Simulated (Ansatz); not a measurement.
## Run report: SiNH₃ClF₃, molecular dynamics (part 3 of 3)

Continued. System: SiNH₃ClF₃. Method: RKS B3LYP/def2-SVP (Ansatz 0.2.0). It belongs to a series of runs on one base structure; here: dynamics from the highest image of the converged band.

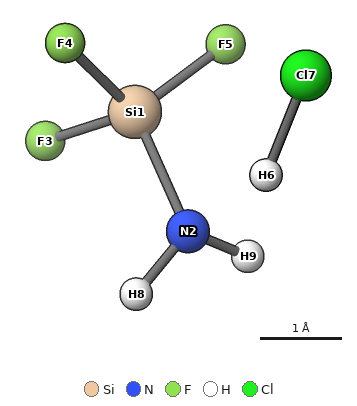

Figure 1. The geometry at step 114 of the log (ball-and-stick view, seen at a tilt; atoms are numbered from 1 in the order of the input).

Trajectory as extended XYZ, continued
```
9
Properties=species:S:1:pos:R:3:forces:R:3 step=29 time_fs=14.5 energy=-30082.01858 temperature=184.3
Si   -0.7657   -0.4115   -0.1362   -1.3025   0.6997  -1.1481
N     0.9958   -0.0661   -0.1123   -0.0711   0.8500   0.1538
F    -0.7419   -1.8270   -0.9260   -0.1044   0.1496   0.1271
F    -1.4417   -0.7873    1.2591    0.1702   0.0776  -0.1420
F    -1.5458    0.5768   -1.1899    0.7635  -1.1044   1.0111
H     0.8260    0.9722    0.5183   -0.0226   0.1111  -0.0840
Cl   -0.2941    2.1039    1.1132    0.3660  -0.5717  -0.1712
H     1.5927   -0.7590    0.3473    0.0602  -0.0532  -0.1469
H     1.3165    0.1505   -1.0706    0.1409  -0.1586   0.4002
9
Properties=species:S:1:pos:R:3:forces:R:3 step=38 time_fs=19.0 energy=-30082.04007 temperature=208.0
Si   -0.7823   -0.4046   -0.1547    0.0692  -0.7663   0.9800
N     1.0052   -0.0597   -0.1159   -0.7819   0.4705   0.6363
F    -0.7432   -1.8291   -0.9251   -0.1611   0.1246   0.0476
F    -1.4472   -0.7964    1.2666    0.4128   0.3229  -0.8281
F    -1.5186    0.5625   -1.1647   -0.2782   0.1313  -0.3044
H     0.8088    0.9822    0.5497    0.0275   0.1400  -0.1530
Cl   -0.2945    2.1099    1.1120    0.3997  -0.5786  -0.1546
H     1.6064   -0.7852    0.2906   -0.0730   0.0547  -0.0958
H     1.2863    0.1529   -1.0724    0.3850   0.1011  -0.1281
9
Properties=species:S:1:pos:R:3:forces:R:3 step=48 time_fs=24.0 energy=-30081.95280 temperature=111.8
Si   -0.7997   -0.4036   -0.1670    1.7290  -2.1511   2.6245
N     1.0040   -0.0446   -0.1126   -0.6340   0.3914  -0.4436
F    -0.7466   -1.8300   -0.9235   -0.1993  -0.0140  -0.0497
F    -1.4486   -0.8026    1.2652    0.4131   0.4232  -0.9879
F    -1.4925    0.5491   -1.1412   -1.4730   1.6120  -1.7957
H     0.7947    1.0232    0.5546   -0.0045   0.0916   0.0155
Cl   -0.2925    2.1129    1.1098    0.3984  -0.4534  -0.1198
H     1.6073   -0.8030    0.2191   -0.0974   0.0153   0.2749
H     1.3233    0.1725   -1.0758   -0.1323   0.0851   0.4817
9
Properties=species:S:1:pos:R:3:forces:R:3 step=57 time_fs=28.5 energy=-30081.99786 temperature=161.5
Si   -0.8036   -0.4170   -0.1606    2.1141  -1.4519   1.6211
N     0.9931   -0.0264   -0.1112   -0.6259  -0.2077   0.2406
F    -0.7518   -1.8311   -0.9226   -0.2045  -0.2807  -0.1420
F    -1.4456   -0.8039    1.2539    0.1324   0.2821  -0.3520
F    -1.4834    0.5527   -1.1376   -1.4088   1.4261  -1.5533
H     0.7790    1.0800    0.5615   -0.1828   0.0926   0.2168
Cl   -0.2883    2.1130    1.1071    0.3882  -0.2277  -0.0225
H     1.5832   -0.8092    0.1973   -0.1135   0.1550   0.3209
H     1.3498    0.2160   -1.0339   -0.0993   0.2121  -0.3296
9
Properties=species:S:1:pos:R:3:forces:R:3 step=67 time_fs=33.5 energy=-30082.11726 temperature=293.4
Si   -0.7914   -0.4424   -0.1423    1.6595   0.6045  -1.4014
N     0.9711   -0.0089   -0.1079   -0.3924  -0.2919  -0.2792
F    -0.7601   -1.8358   -0.9234   -0.2420  -0.6063  -0.2330
F    -1.4411   -0.8021    1.2381   -0.3803   0.0226   0.8487
F    -1.4892    0.5720   -1.1505   -0.4096  -0.0732   0.0412
H     0.7203    1.1679    0.6163   -0.2258   0.2182   0.2537
Cl   -0.2812    2.1119    1.1040    0.1298   0.3592   0.3189
H     1.5402   -0.7846    0.2370    0.2089   0.0534   0.0394
H     1.3491    0.2974   -1.0231   -0.3481  -0.2865   0.4117
9
Properties=species:S:1:pos:R:3:forces:R:3 step=76 time_fs=38.0 energy=-30082.08179 temperature=254.3
Si   -0.7682   -0.4619   -0.1346    0.9341   1.4724  -2.9320
N     0.9445    0.0005   -0.1051   -0.4287  -1.1782   0.7364
F    -0.7702   -1.8464   -0.9265   -0.3007  -0.7125  -0.2552
F    -1.4407   -0.7999    1.2320   -0.5338  -0.0010   1.2012
F    -1.4995    0.5897   -1.1627    0.3124  -1.0570   1.0903
H     0.6420    1.2751    0.7084    0.9422  -0.5890  -0.2450
Cl   -0.2747    2.1134    1.1034   -1.2800   1.9502   1.1310
H     1.5328   -0.7418    0.2832    0.1783   0.1334  -0.2429
H     1.3024    0.3353   -0.9877    0.1762  -0.0184  -0.4838
9
Properties=species:S:1:pos:R:3:forces:R:3 step=86 time_fs=43.0 energy=-30082.13565 temperature=313.4
Si   -0.7364   -0.4725   -0.1483   -1.4100   1.0808  -1.9953
N     0.9116   -0.0046   -0.0947    1.3371  -0.1894  -0.6307
F    -0.7848   -1.8663   -0.9330   -0.1914  -0.4475  -0.1699
F    -1.4458   -0.7973    1.2381    0.0475   0.2028   0.1317
F    -1.5072    0.5969   -1.1637    0.7403  -1.4576   1.3413
H     0.7239    1.2912    0.7714   -0.1891   0.1138  -0.0197
Cl   -0.2743    2.1264    1.1093   -0.3428   1.2644   0.8295
H     1.5649   -0.6804    0.2878    0.2193  -0.2667  -0.0557
H     1.2653    0.3557   -1.0009   -0.2109  -0.3006   0.5688
9
Properties=species:S:1:pos:R:3:forces:R:3 step=95 time_fs=47.5 energy=-30082.11835 temperature=295.0
Si   -0.7170   -0.4744   -0.1751   -2.8098  -0.1709  -0.2839
N     0.8994   -0.0161   -0.0883    2.2599  -0.5650   0.3892
F    -0.8001   -1.8891   -0.9406   -0.0887  -0.0286  -0.0470
F    -1.4501   -0.7928    1.2453    0.6356   0.4160  -1.0087
F    -1.5066    0.5882   -1.1505    0.6683  -1.1557   0.9416
H     0.7879    1.3053    0.8134   -1.1445   0.6636   0.1344
Cl   -0.2768    2.1461    1.1197    0.5521   0.6040   0.5604
H     1.6207   -0.6527    0.2674   -0.3558  -0.1150  -0.0843
H     1.2199    0.3428   -0.9728    0.2828   0.3516  -0.6017
9
Properties=species:S:1:pos:R:3:forces:R:3 step=105 time_fs=52.5 energy=-30082.21496 temperature=402.0
Si   -0.7163   -0.4784   -0.2070   -1.3592  -1.6493   1.2846
N     0.9193   -0.0346   -0.0816    0.7938   0.5106  -1.4298
F    -0.8184   -1.9148   -0.9497   -0.1099   0.2865   0.0289
F    -1.4475   -0.7828    1.2416    0.7943   0.5122  -1.4973
F    -1.4987    0.5656   -1.1254   -0.0357  -0.0835  -0.0137
H     0.6828    1.4187    0.8767    1.4799  -1.1496  -0.3765
Cl   -0.2781    2.1735    1.1355   -1.8526   2.3849   1.0856
H     1.6319   -0.6690    0.2373    0.2352  -0.5753   0.1478
H     1.2086    0.3716   -0.9964    0.0541  -0.2365   0.7703
9
Properties=species:S:1:pos:R:3:forces:R:3 step=114 time_fs=57.0 energy=-30082.36910 temperature=571.7
Si   -0.7260   -0.4933   -0.2269    0.3269  -2.0776   2.0374
N     0.9519   -0.0494   -0.0882   -0.0411  -0.9265   0.4980
F    -0.8359   -1.9350   -0.9576   -0.0295   0.3492   0.0405
F    -1.4369   -0.7685    1.2227    0.6416   0.3422  -1.1987
F    -1.4917    0.5439   -1.1026   -0.7304   0.8825  -0.9211
H     0.7495    1.3855    0.8876   -0.7067   0.3155   0.0862
Cl   -0.2862    2.2090    1.1550    0.4022   0.5072   0.3906
H     1.6389   -0.7586    0.2151   -0.4515   0.2941  -0.3166
H     1.2353    0.3861   -0.9476    0.5885   0.3133  -0.6163
9
Properties=species:S:1:pos:R:3:forces:R:3 step=124 time_fs=62.0 energy=-30082.45306 temperature=664.6
Si   -0.7338   -0.5257   -0.2339    1.8702  -1.0429   0.7854
N     0.9858   -0.0745   -0.0960   -1.0801   0.4595  -1.0093
F    -0.8557   -1.9537   -0.9660   -0.0098   0.0478  -0.0399
F    -1.4178   -0.7487    1.1885    0.0679   0.0004   0.0953
F    -1.4923    0.5299   -1.0877   -0.8260   1.0082  -1.0338
H     0.7171    1.3831    0.9076   -0.8116   0.4445   0.1529
Cl   -0.2941    2.2528    1.1795    0.6781   0.0793   0.1954
H     1.5985   -0.8361    0.1465    0.4518  -0.4360   0.0943
H     1.3556    0.4240   -0.9370   -0.3405  -0.5607   0.7597
9
Properties=species:S:1:pos:R:3:forces:R:3 step=133 time_fs=66.5 energy=-30082.41747 temperature=626.1
Si   -0.7280   -0.5624   -0.2346    2.3900   0.7008  -1.3754
N     1.0030   -0.0989   -0.1097   -1.3246  -1.8918   0.8014
F    -0.8737   -1.9700   -0.9740   -0.0305  -0.3658  -0.1488
F    -1.3998   -0.7307    1.1585   -0.5655  -0.2734   1.5623
F    -1.5012    0.5274   -1.0849   -0.2718   0.2426  -0.4087
H     0.5684    1.4295    0.9439    1.3552  -1.3219  -0.3161
Cl   -0.2985    2.2940    1.2032   -1.3233   1.8075   0.6677
H     1.5925   -0.9321    0.0795   -0.2931   0.6072   0.0220
H     1.4358    0.3996   -0.8619    0.0636   0.4948  -0.8043
9
Properties=species:S:1:pos:R:3:forces:R:3 step=143 time_fs=71.5 energy=-30082.43450 temperature=644.8
Si   -0.7036   -0.5975   -0.2461    0.9286   1.9201  -2.1516
N     1.0023   -0.1466   -0.1205   -0.7483   0.3723  -0.7473
F    -0.8939   -1.9924   -0.9847    0.0521  -0.5411  -0.1935
F    -1.3861   -0.7140    1.1431   -0.5636  -0.3892   1.7581
F    -1.5140    0.5272   -1.0867    0.5108  -0.6734   0.1871
H     0.5692    1.3186    0.9516   -0.8678   1.0747   0.3501
Cl   -0.3080    2.3474    1.2325    1.0226  -0.8071  -0.1115
H     1.5695   -0.9648    0.0267    0.5626  -0.4932   0.3527
H     1.4850    0.4153   -0.8578   -0.8971  -0.4631   0.5558
9
Properties=species:S:1:pos:R:3:forces:R:3 step=152 time_fs=76.0 energy=-30082.58155 temperature=806.2
Si   -0.6744   -0.6161   -0.2710   -0.8075   1.4615  -0.9583
N     0.9904   -0.1942   -0.1344   -0.3022  -1.5077   0.7403
F    -0.9117   -2.0181   -0.9963    0.0762  -0.3126  -0.0913
F    -1.3794   -0.7030    1.1471    0.0029  -0.3404   0.5551
F    -1.5206    0.5205   -1.0867    0.8629  -0.8916   0.2932
H     0.4596    1.3671    1.0113    0.0434   0.1210   0.1261
Cl   -0.3126    2.3930    1.2590    0.1233   0.1517   0.1070
H     1.6050   -1.0141    0.0313   -0.3017   0.6864   0.0025
H     1.4064    0.3961   -0.8216    0.3026   0.6317  -0.7747
9
Properties=species:S:1:pos:R:3:forces:R:3 step=162 time_fs=81.0 energy=-30082.54597 temperature=767.0
Si   -0.6493   -0.6258   -0.3058   -2.7135  -0.1084   0.7368
N     0.9742   -0.2591   -0.1465    0.3860   1.7856  -1.1390
F    -0.9304   -2.0498   -1.0101    0.1345   0.2522   0.1102
F    -1.3718   -0.6948    1.1578    0.5972  -0.2809  -0.8059
F    -1.5177    0.5029   -1.0837    0.8534  -0.5718   0.0026
H     0.3789    1.3913    1.0961    0.4235  -0.4665   0.0236
Cl   -0.3178    2.4461    1.2893   -0.2713   0.6751   0.1636
H     1.6288   -0.9873    0.0494    0.6713  -0.5500   0.1566
H     1.3277    0.4260   -0.8499   -0.0811  -0.7353   0.7514
9
Properties=species:S:1:pos:R:3:forces:R:3 step=171 time_fs=85.5 energy=-30082.41730 temperature=626.1
Si   -0.6454   -0.6350   -0.3324   -2.9910  -1.4869   1.7769
N     0.9669   -0.3043   -0.1663    1.3857  -0.3926   0.5607
F    -0.9459   -2.0760   -1.0214    0.1609   0.6403   0.2402
F    -1.3590   -0.6906    1.1597    0.7584  -0.2837  -1.3093
F    -1.5062    0.4810   -1.0810    0.4567   0.0681  -0.4896
H     0.3863    1.3364    1.1744   -0.8304   1.4697   0.2433
Cl   -0.3239    2.4974    1.3175    0.9792  -1.3572  -0.1325
H     1.7065   -0.9864    0.0779   -0.7214   0.5063  -0.2069
H     1.2784    0.3874   -0.8078    0.8020   0.8360  -0.6828
9
Properties=species:S:1:pos:R:3:forces:R:3 step=181 time_fs=90.5 energy=-30082.45874 temperature=672.2
Si   -0.6632   -0.6567   -0.3479   -0.7835  -1.8049   1.9655
N     0.9777   -0.3473   -0.1891    0.0536   2.3334  -1.4363
F    -0.9613   -2.0978   -1.0312    0.0203   0.5756   0.2353
F    -1.3361   -0.6894    1.1469    0.4093  -0.3282  -0.9011
F    -1.4884    0.4578   -1.0841   -0.1560   0.7892  -0.9658
H     0.2827    1.4801    1.3048    1.1523  -1.9942  -0.0260
Cl   -0.3265    2.5492    1.3485   -1.0639   2.0546   0.1011
H     1.7129   -0.9513    0.0902    0.5860  -0.8876   0.3604
H     1.3395    0.4122   -0.8061   -0.2180  -0.7378   0.6668
9
Properties=species:S:1:pos:R:3:forces:R:3 step=190 time_fs=95.0 energy=-30082.54039 temperature=761.7
Si   -0.6858   -0.6888   -0.3481    1.1512  -0.7247   0.8602
N     0.9932   -0.3650   -0.2220   -0.1199  -1.0389   0.7023
F    -0.9749   -2.1115   -1.0376   -0.1163   0.1345   0.1371
F    -1.3112   -0.6919    1.1260   -0.1570  -0.4401   0.2087
F    -1.4734    0.4447   -1.0968   -0.2899   0.7387  -0.9318
H     0.3060    1.4116    1.4252   -0.6868   1.2892  -0.0824
Cl   -0.3316    2.6019    1.3767    0.7712  -1.2841   0.0879
H     1.7301   -1.0062    0.1321   -0.9659   0.4338  -0.3300
H     1.3988    0.3757   -0.7426    0.4134   0.8915  -0.6519
9
Properties=species:S:1:pos:R:3:forces:R:3 step=200 time_fs=100.0 energy=-30082.52461 temperature=743.3
Si   -0.7016   -0.7293   -0.3424    2.4129   1.2781  -1.1388
N     1.0065   -0.3871   -0.2566   -1.4518   1.1392  -0.8001
F    -0.9916   -2.1254   -1.0431   -0.2670  -0.4735  -0.0187
F    -1.2857   -0.7000    1.1062   -0.8210  -0.4895   1.6393
F    -1.4598    0.4382   -1.1215   -0.0175   0.0042  -0.3918
H     0.2369    1.5184    1.5408    0.1934  -0.3995   0.0093
Cl   -0.3341    2.6553    1.4086   -0.1352   0.3838  -0.0164
H     1.6328   -1.0454    0.1462    0.7063  -0.6339   0.3323
H     1.4856    0.4034   -0.7283   -0.6202  -0.8089   0.3849
```

This output came from the following input.

The input
```yaml
crystal:
  periodic: [false, false, false]
  atoms:
    - { symbol: Si, position_ang: [-0.781166, -0.38634, -0.15775] }
    - { symbol: "N", position_ang: [0.997709, -0.026012, -0.075639] }
    - { symbol: F, position_ang: [-0.742217, -1.811463, -0.919462] }
    - { symbol: F, position_ang: [-1.423058, -0.760908, 1.250083] }
    - { symbol: F, position_ang: [-1.569575, 0.536592, -1.187779] }
    - { symbol: H, position_ang: [0.832194, 1.039932, 0.481404] }
    - { symbol: Cl, position_ang: [-0.281468, 2.066647, 1.110738] }
    - { symbol: H, position_ang: [1.522094, -0.69821, 0.493855] }
    - { symbol: H, position_ang: [1.445488, 0.039863, -0.995653] }
basis:
  gaussian: { orbitals: def2-SVP }
hamiltonian:
  xc: b3lyp
md:
  timestep: 0.5
  n_steps: 200
  ensemble: nve
  temperature: 300.0
  initial_velocities: maxwell_boltzmann
  seed: 8945
```

Launched with:
```bash
ansatz run input.yaml --threads 2 --pin off --max-ram 3072MiB --backend cpu --events-out ev --progress --plain --runs-dir out
```

Summary

| quantity | value |
| --- | --- |
| outcome | finished |
| mean temperature over the second half | 666 K |
| trajectory | 200 steps, 100 fs |
| ensemble | nve |
| temperature in the input | 300.0 K |
| time step | 0.5 fs |
| potential energy (last step) | −30082.5248 eV |
| mean-field energy (last step) | −30082.5248 eV |
| largest force (length of the vector) (last step) | 2.958 eV/Å |
| hardware | 2 threads of Intel Xeon @ 2.50GHz (Skylake/Cascade Lake), 16 GiB of memory available, shared host |
| wall time | 9.6 min (CPU time 19 min) |
| peak memory | 0.27 GiB |

Remarks

So short a trajectory is not equilibrated.
